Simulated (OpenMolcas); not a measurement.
Pm³⁺ complex: multiconfigurational calculation (part 2 of 2)

Continued. System: Pm³⁺ with 8 ligands (F; cube, 2.601 Å), embedded in SrF2 by model potentials and point charges, whose field is part of the energies. Method: state-averaged CASSCF, active space 4 electrons in the shell 4f, basis ANO-RCC-VDZP on the metal and ANO-RCC-VDZP on the ligands, DKH2 scalar Hamiltonian, spin-orbit coupling by RASSI with atomic mean-field integrals (OpenMolcas).

Log (extracts), continued:
```
--- RASSI ---
SPIN-FREE ENERGIES:
  (Shifted by EMIN (a.u.) =     -10810.7298257369)

 SF State       Relative EMIN(au)   Rel lowest level(eV)    D:o, cm**(-1)

     1             0.0000000000        0.0000000000              0.0000
     2             0.0000000000        0.0000000000              0.0000
     3             0.0000000000        0.0000000000              0.0000
     4             0.0002989475        0.0081347756             65.6114
     5             0.0002989475        0.0081347756             65.6114
     6             0.0015982002        0.0434892438            350.7644
     7             0.0015982002        0.0434892438            350.7644
     8             0.0015982002        0.0434892438            350.7644
     9             0.0017895534        0.0486962293            392.7616
    10             0.0018129980        0.0493341880            397.9071
    11             0.0018129980        0.0493341880            397.9071
    12             0.0018129980        0.0493341880            397.9071
    13             0.0022661551        0.0616652218            497.3636
    14             0.0696294225        1.8947131098          15281.8918
    15             0.0696294225        1.8947131098          15281.8918
    16             0.0696294225        1.8947131098          15281.8918
    17             0.0697740932        1.8986498002          15313.6434
    18             0.0697740932        1.8986498002          15313.6434
    19             0.0697740932        1.8986498002          15313.6434
    20             0.0698869551        1.9017209293          15338.4137
    21             0.0712739718        1.9394635755          15642.8287
    34             0.0830254780        2.2592383491          18221.9862
    35             0.0830254780        2.2592383491          18221.9862
    36             0.0830254780        2.2592383491          18221.9862
    37             0.0830631352        2.2602630560          18230.2510
    38             0.0830631352        2.2602630560          18230.2510
    39             0.0830729941        2.2605313287          18232.4148
    40             0.0830729941        2.2605313287          18232.4148
    41             0.0830729941        2.2605313287          18232.4148
    42             0.0830869488        2.2609110550          18235.4775
    43             0.0832692097        2.2658706286          18275.4791
    44             0.0832692097        2.2658706286          18275.4791
    45             0.0832692097        2.2658706286          18275.4791
    46             0.0833321702        2.2675838693          18289.2973
    47             0.0833321702        2.2675838693          18289.2973
    48             0.0833321702        2.2675838693          18289.2973
    49             0.1051656056        2.8617019144          23081.1825
    50             0.1051656056        2.8617019144          23081.1825
    51             0.1051656056        2.8617019144          23081.1825
    52             0.1059349741        2.8826374966          23250.0394
Eigenvalues of complex Hamiltonian:
   -----------------------------------
  (Shifted by EMIN (a.u.) =     -10810.7298257369)

 SO State       Relative EMIN(au)   Rel lowest level(eV)    D:o, cm**(-1)

     1            -0.0195354854        0.0000000000              0.0000
     2            -0.0188489146        0.0186825406            150.6849
     3            -0.0188489146        0.0186825410            150.6849
     4            -0.0188489146        0.0186825409            150.6849
     5            -0.0184001089        0.0308951671            249.1863
     6            -0.0184001089        0.0308951670            249.1863
     7            -0.0184001089        0.0308951669            249.1863
     8            -0.0182170590        0.0358762088            289.3611
     9            -0.0182170590        0.0358762088            289.3611
    10            -0.0116978062        0.2132741150           1720.1717
    11            -0.0116978062        0.2132741150           1720.1717
    12            -0.0116978062        0.2132741151           1720.1717
    13            -0.0114327143        0.2204876317           1778.3527
    14            -0.0114327144        0.2204876313           1778.3527
    15            -0.0114327144        0.2204876313           1778.3527
    16            -0.0113116573        0.2237817604           1804.9216
    17            -0.0113116573        0.2237817606           1804.9216
    18            -0.0112890891        0.2243958748           1809.8748
    19            -0.0112890891        0.2243958746           1809.8748
    20            -0.0112890891        0.2243958749           1809.8748
    21            -0.0038392236        0.4271170424           3444.9313
    22            -0.0036901933        0.4311723626           3477.6396
    23            -0.0036901933        0.4311723623           3477.6396
    24            -0.0036901933        0.4311723625           3477.6396
    25            -0.0035429275        0.4351796688           3509.9607
    26            -0.0035429275        0.4351796692           3509.9607
    27            -0.0034265808        0.4383456233           3535.4959
    28            -0.0034265808        0.4383456231           3535.4959
    29            -0.0034265808        0.4383456229           3535.4959
    30            -0.0033696563        0.4398946192           3547.9894
    31            -0.0033413696        0.4406643392           3554.1976
    32            -0.0033413696        0.4406643392           3554.1976
    33            -0.0033413696        0.4406643391           3554.1976
    34             0.0047776216        0.6615933453           5336.1102
    35             0.0047776216        0.6615933453           5336.1102
    36             0.0047776217        0.6615933456           5336.1102
    37             0.0048342190        0.6631334390           5348.5319
    38             0.0048342190        0.6631334389           5348.5319
    39             0.0048342190        0.6631334388           5348.5319
    40             0.0049204728        0.6654805223           5367.4624
    41             0.0050524971        0.6690730866           5396.4384
Weights of the five most important spin-orbit-free states for each spin-orbit state.

 SO State  Total energy (au)           Spin-free states, spin, and weights
 -------------------------------------------------------------------------------------------------------
    1        -0.019535       4 2.0  0.2023    5 2.0  0.2023    1 2.0  0.1816    2 2.0  0.1816    3 2.0  0.1816
    2        -0.018849       4 2.0  0.2362    1 2.0  0.2183   12 2.0  0.0952   13 2.0  0.0850    2 2.0  0.0761
    3        -0.018849       5 2.0  0.1770    2 2.0  0.1760    3 2.0  0.1450   11 2.0  0.1004   13 2.0  0.0850
    4        -0.018849       5 2.0  0.1884    3 2.0  0.1494    2 2.0  0.1055    1 2.0  0.1027   13 2.0  0.0850
    5        -0.018400       8 2.0  0.1971    7 2.0  0.1538    9 2.0  0.1471    1 2.0  0.1125    3 2.0  0.0715
    6        -0.018400       8 2.0  0.1949    6 2.0  0.1486    9 2.0  0.1471    2 2.0  0.1076   11 2.0  0.0771
    7        -0.018400       6 2.0  0.2022    7 2.0  0.1898    9 2.0  0.1471    3 2.0  0.0974    2 2.0  0.0764
    8        -0.018217      13 2.0  0.1471   12 2.0  0.1238   11 2.0  0.1217    6 2.0  0.0936    5 2.0  0.0870
    9        -0.018217      13 2.0  0.1471   10 2.0  0.1382   11 2.0  0.0930   12 2.0  0.0910    5 2.0  0.0870
   10        -0.011698       4 2.0  0.2243    7 2.0  0.1309    3 2.0  0.0970    1 2.0  0.0848    9 2.0  0.0827
   11        -0.011698       4 2.0  0.2165    8 2.0  0.1020    2 2.0  0.0959    5 2.0  0.0854    9 2.0  0.0827
   12        -0.011698       5 2.0  0.2898    6 2.0  0.1349    2 2.0  0.0859    9 2.0  0.0827    3 2.0  0.0800
```

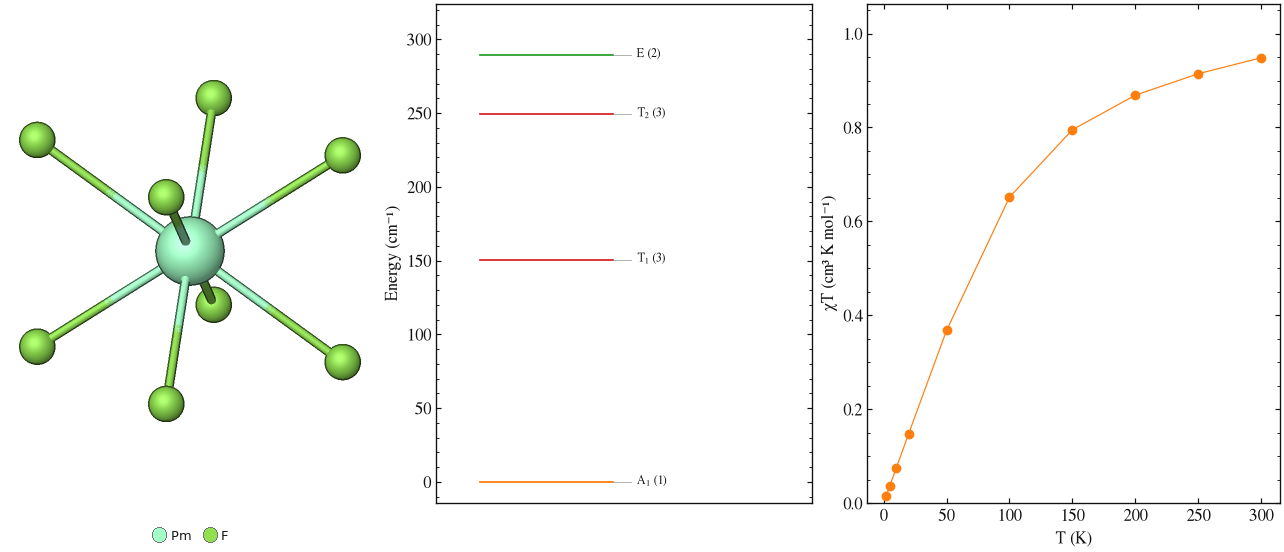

Figure 1. Pm³⁺ (4f⁴) as a dopant in SrF₂, a cluster with its 8 nearest F⁻ at 2.601 Å (cube) embedded in model potentials and point charges; the geometry was set, not optimised, and its levels and susceptibility. Labels give the representation in O, Td, D4 or D3 as the site allows (double group for half-integer spin) where it could be assigned and, in brackets, the degeneracy; spin-free states, where drawn, share the zero of the spin-orbit levels. Powder susceptibility by Van Vleck's formula. The ground level is A₁, non-degenerate, 98 % from states of spin multiplicity 5 (of the 210 states of multiplicity 3, 106 enter the spin-orbit step). The next level lies at 151 cm⁻¹ (T₁). The lowest J multiplet spreads over 289 cm⁻¹. χT is 0.0148 cm³ K mol⁻¹ at 2 K and 0.949 at 300 K, an effective moment of 2.75 μB. The active orbitals hold 100 % metal character (Löwdin), and the Mulliken charge of the metal is +2.41.

Outcome of the run: converged.
